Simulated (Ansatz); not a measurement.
**[GeH3]− (SMILES [GeH3-]): levels of theory compared**

We compute a comparison of 6 runs (SVWN5/STO-3G, UPBE0/STO-3G, r2SCAN/STO-3G, RPA@PBE/STO-3G, BCCD(T)/STO-3G, CCSDTQ/STO-3G) of [GeH3]−. 

The calculation is run with Ansatz 0.2.0.

3 further runs of the same task are left out: 2 that didn't finish, 1 set aside as unsound or not needed.

### Step 1. The structure to begin with

[GeH3]− has 4 atoms, charge -1, and is taken as a singlet. SMILES: `[GeH3-]`. The H4–Ge1 distance was set to 2.636 Å, away from the relaxed value. At this shape a bond of the SMILES string is far longer than usual.

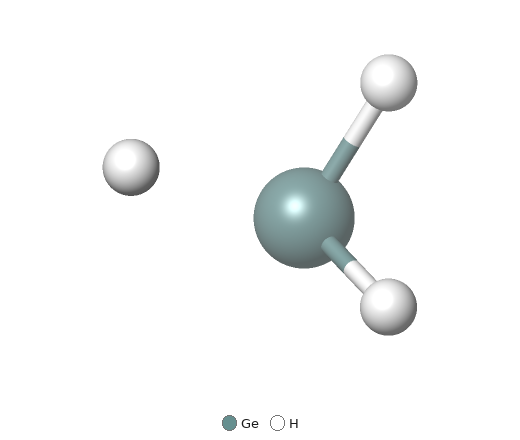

Viewed from a chosen angle; germanium teal, hydrogen white.

### Step 2. The energy at SVWN5/STO-3G (run 1)

job.yaml reads:

```yaml
crystal:
  periodic: [false, false, false]
  atoms:
    - {symbol: Ge, position_ang: [0.934904, -1.018029, -0.488393]}
    - {symbol: H, position_ang: [1.401024, -0.588779, 1.142917]}
    - {symbol: H, position_ang: [-0.474876, -1.833659, 0.155927]}
    - {symbol: H, position_ang: [-0.463100, 1.211260, -0.649430]}
basis:
  gaussian: {orbitals: STO-3G}
total_charge: -1
hamiltonian: {xc: {name: SVWN5}}
accuracy: high
```

The run is started by

```console
$ ansatz run job.yaml --threads 1 --pin off --max-ram 2610MiB --events-out events.jsonl --progress --plain --runs-dir runs
```

Log:

```text
Warning: RAYON_NUM_THREADS=1 ignored (pool sized by the plan → 1); use --threads N
Functional definition: SVWN5
  name "SVWN5"
  exchange = slater_x
  correlation = vwn5_c
253 factors; integrals over basis functions are off by at most 1.2e-8 eV
mean field evaluation 1: about -55493.4981 eV, gradient 2.8e2 eV
mean field evaluation 2: about -55749.2956 eV, gradient 5.3e1 eV
mean field evaluation 4: about -55770.2319 eV, gradient 6.3e1 eV
mean field evaluation 8: about -55752.9799 eV, gradient 8.6e1 eV
mean field evaluation 16: about -55813.0229 eV, gradient 2.3e0 eV
mean field evaluation 32: about -55799.5681 eV, gradient 6.4e1 eV
mean field -55813.06855720 eV, -2051.0924380205 hartree, gradient 2.8e-8 eV, S^2 0.000000; 2 other end points of the search recorded, 0 dependent functions left out
reference -55813.06855894 eV, -2051.0924380845 hartree; 18, 18 occupied and 3, 3 virtual orbitals, 253 factors
Total energy: -55813.06855894 eV, -2051.0924380845 hartree
```

It took 0.38 s on 1 thread of Intel Xeon Platinum 8559C (Emerald Rapids), shared host.

### Step 3. The energy at UPBE0/STO-3G (run 2)

molecule.yaml reads:

```yaml
crystal:
  periodic: [false, false, false]
  atoms:
    - {symbol: Ge, position_ang: [0.934904, -1.018029, -0.488393]}
    - {symbol: H, position_ang: [1.401024, -0.588779, 1.142917]}
    - {symbol: H, position_ang: [-0.474876, -1.833659, 0.155927]}
    - {symbol: H, position_ang: [-0.463100, 1.211260, -0.649430]}
basis:
  gaussian:
    orbitals: STO-3G
hamiltonian:
  xc: {name: PBE0}
accuracy: high
total_charge: -1
magnetization:
  spin_polarized: true
```

The run is started by

```console
$ ansatz run molecule.yaml --threads 1 --pin off --max-ram 2610MiB --events-out events.jsonl --progress --plain --runs-dir runs
```

Log:

```text
Warning: RAYON_NUM_THREADS=1 ignored (pool sized by the plan → 1); use --threads N
Functional definition: PBE0
  name "PBE0"
  parameter a = 0.25
  parameter kappa = 0.804
  parameter beta = 0.06672455060314922
  exchange = (1 - a)*pbe_x(kappa = kappa, mu = beta*pi^2/3) + a*exact_x
  correlation = pbe_c(beta = beta)
253 factors; integrals over basis functions are off by at most 1.2e-8 eV
mean field evaluation 1: about -55841.1360 eV, gradient 5.7e1 eV
mean field evaluation 2: about -55865.6573 eV, gradient 3.9e1 eV
mean field evaluation 4: about -55897.9008 eV, gradient 1.3e1 eV
mean field evaluation 8: about -55899.8997 eV, gradient 3.2e-1 eV
mean field evaluation 16: about -55899.8633 eV, gradient 2.3e-4 eV
mean field evaluation 32: about -55899.8972 eV, gradient 5.1e-4 eV
mean field -55899.89723106 eV, -2054.2833329303 hartree, gradient 5.9e-8 eV, S^2 0.215568; 7 other end points of the search recorded, 0 dependent functions left out
reference -55899.89723242 eV, -2054.2833329804 hartree; 18, 18 occupied and 3, 3 virtual orbitals, 253 factors
Total energy: -55899.89723242 eV, -2054.2833329804 hartree
```

Wall time 1.7 s (1 thread of Intel Xeon Platinum 8559C (Emerald Rapids), shared host); peak memory 0.13 GiB.

Run 3 isn't shown in full; the table further down has it.

### Step 4. The energy at RPA@PBE/STO-3G (run 4)

Changes to job.yaml since step 2:

```diff
@@ -1 +1,4 @@
+basis:
+  gaussian:
+    orbitals: STO-3G
 crystal:
@@ -7,6 +10,8 @@
     - {symbol: H, position_ang: [-0.463100, 1.211260, -0.649430]}
-basis:
-  gaussian: {orbitals: STO-3G}
 total_charge: -1
-hamiltonian: {xc: {name: SVWN5}}
+hamiltonian:
+  xc: pbe
+correlation:
+  method: rpa
+  frozen_orbitals: {Ge: 9, H: 0}
 accuracy: high
```

The run is started by

```console
$ ansatz run job.yaml --threads 1 --pin off --max-ram 2610MiB --events-out events.jsonl --progress --plain --runs-dir runs
```

Log (excerpt; [...] marks lines left out):

```text
Warning: RAYON_NUM_THREADS=1 ignored (pool sized by the plan → 1); use --threads N
Functional definition: PBE
  name "PBE"
[...]
253 factors; integrals over basis functions are off by at most 1.2e-8 eV
[...]
mean field -55895.59043751 eV, -2054.1250611867 hartree, gradient 7.3e-9 eV, S^2 0.000000; 4 other end points of the search recorded, 0 dependent functions left out; unrestricted orbitals would lower it
[...]
unrestricted determinant -55868.32444445 eV, -2053.1230544231 hartree, S^2 0.7178
9 core orbitals not correlated: weight in the atoms' cores, before any rotation towards them, 1.000 or more for the frozen orbitals, at most 0.000 for the correlated occupied ones
reference -55865.68560315 eV, -2053.0260787941 hartree; 9, 9 occupied and 3, 3 virtual orbitals, 253 factors
Total energy: -55871.39721945 eV, -2053.2359768217 hartree
```

Run time: 1.4 s. Hardware: 1 thread of Intel Xeon Platinum 8559C (Emerald Rapids), shared host.

Run 5 isn't shown in full; the table further down has it.

### Step 5. The energy at CCSDTQ/STO-3G (run 6)

input.yaml reads:

```yaml
crystal:
  periodic: [false, false, false]
  atoms:
    - symbol: Ge
      position_ang: [0.934904, -1.018029, -0.488393]
    - symbol: H
      position_ang: [1.401024, -0.588779, 1.142917]
    - symbol: H
      position_ang: [-0.474876, -1.833659, 0.155927]
    - symbol: H
      position_ang: [-0.463100, 1.211260, -0.649430]
basis:
  gaussian: {orbitals: STO-3G}
total_charge: -1
correlation: {method: ccsdtq, frozen_orbitals: {Ge: 9, H: 0}}
magnetization: {spin_polarized: false}
scf: {omitted_lower_state_checks: [cluster_reference, increment]}
accuracy: high
```

The run is started by

```console
$ ansatz run input.yaml --threads 1 --pin off --max-ram 2610MiB --events-out events.jsonl --progress --plain --runs-dir runs
```

Log (excerpt; [...] marks lines left out):

```text
Warning: RAYON_NUM_THREADS=1 ignored (pool sized by the plan → 1); use --threads N
Functional definition: HF
  name "HF"
[...]
253 factors; integrals over basis functions are off by at most 1.2e-8 eV
[...]
mean field -55867.49480906 eV, -2053.0925658849 hartree, gradient 7.6e-8 eV, S^2 0.000000; 1 other end points of the search recorded, 0 dependent functions left out; unrestricted orbitals would lower it
9 core orbitals not correlated: weight in the atoms' cores, before any rotation towards them, 1.000 or more for the frozen orbitals, at most 0.000 for the correlated occupied ones
reference -55867.49480906 eV, -2053.0925658849 hartree; 9, 9 occupied and 3, 3 virtual orbitals, 253 factors
second order -1.73585662 eV of doubles, -0.00000000 eV of singles
cycle   1  -2.17174115 eV  change   -5.4e-1 eV  update   1.2e-1
[...]
cycle  43  -2.83968081 eV  change  -4.1e-11 eV  update   1.9e-9
WARN: these amplitudes may be one of several solutions (largest doubles amplitude 0.36, level shift 0.88 eV)
Total energy: -55870.33448987 eV, -2053.1969222299 hartree
Checks for a lower state left out: cluster_reference, increment
```

Run time: 5.4 s. Hardware: 1 thread of Intel Xeon Platinum 8559C (Emerald Rapids), shared host; peak memory 0.16 GiB.

### Step 6. Overview of the runs

| run | level | frozen core orbitals | energy (Eh) | wall time |
| --- | --- | --- | --- | --- |
| 1 | SVWN5/STO-3G | – | -2051.092438 | 0.38 s |
| 2 | UPBE0/STO-3G | – | -2054.283333 | 1.7 s |
| 3 | r2SCAN/STO-3G | – | -2054.578680 | 1.2 s |
| 4 | RPA@PBE/STO-3G | 9 | -2053.235977 | 1.4 s |
| 5 | BCCD(T)/STO-3G | 9 | -2053.197037 | 0.16 s |
| 6 | CCSDTQ/STO-3G | 9 | -2053.196922 | 5.4 s |

### Step 7. Summary of results

```
                                          quantity           value
                               run 6: total energy  -2053.19692 Eh
run 6: correlation energy (9 core orbitals frozen)      -104.4 mEh
                              run 6: T1 diagnostic           0.036
```

**Reading.** Totals of different functionals can't be ranked against each other. In runs 4, 5, 6 the log says that unrestricted orbitals would lower the reference, so the values rest on an unstable closed-shell determinant (other closed-shell runs at this shape may share the fault). In runs 1, 2, 3, 4, 5, 6 the basis is minimal, so the values are rough. Spin contamination of the reference: run 2 ⟨S²⟩ = 0.22. All runs together took 10 s, the longest 5.4 s.
